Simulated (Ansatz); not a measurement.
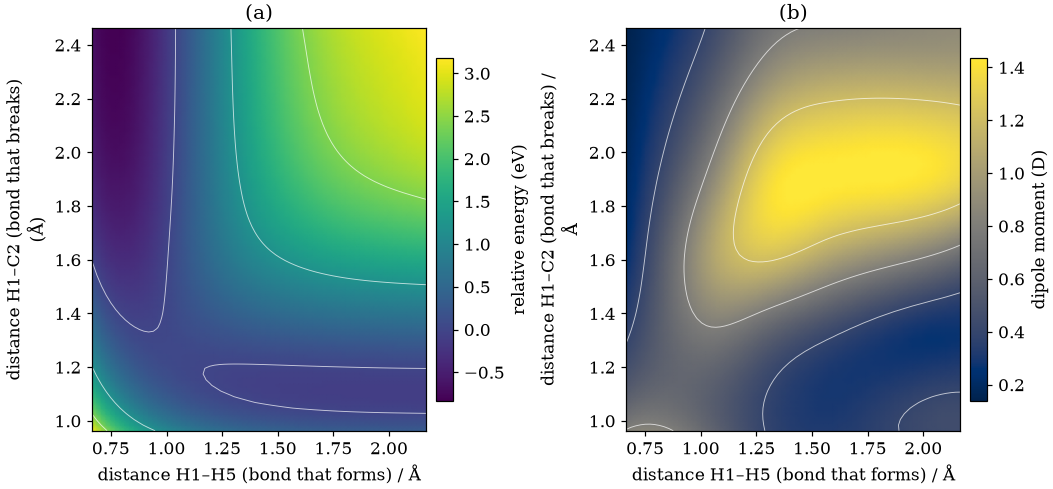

The reacting system C3H7 (fragments C₃H₆ + H where the first distance is long, H₂ + C₃H₅ where the second is long), spin multiplicity 2. 
- The first coordinate is: distance H1–H5 (bond that forms); the second: distance H1–C2 (bond that breaks).
- Relaxed at each point: all other coordinates.
- The grid has 7 × 7 points.
- Points are written as (first, second).
- All energies are given in eV relative to a guessed transition structure relaxed with its forming and breaking bonds held.
- In part of the range the unrestricted reference is strongly spin-contaminated.
- Computed with Ansatz 0.2.0, UKS r2SCAN0-D4/def2-SVP.

Panel (a) is the energy; panel (b) is the computed dipole moment, in D.

Drawn: a smooth colour map with a few white contour lines. Between grid points the surface is interpolated.

Question: How does the dipole moment vary over the map, and what is it at the lowest grid point?

Answer: Leaving out the highest fifth of the energies, it runs from 0.14 D at (0.666 Å, 2.463 Å) to 1.37 D at (1.297 Å, 1.867 Å). At the lowest grid point, (0.826 Å, 2.463 Å), it is 0.24 D. That point lies on the edge of the scan.
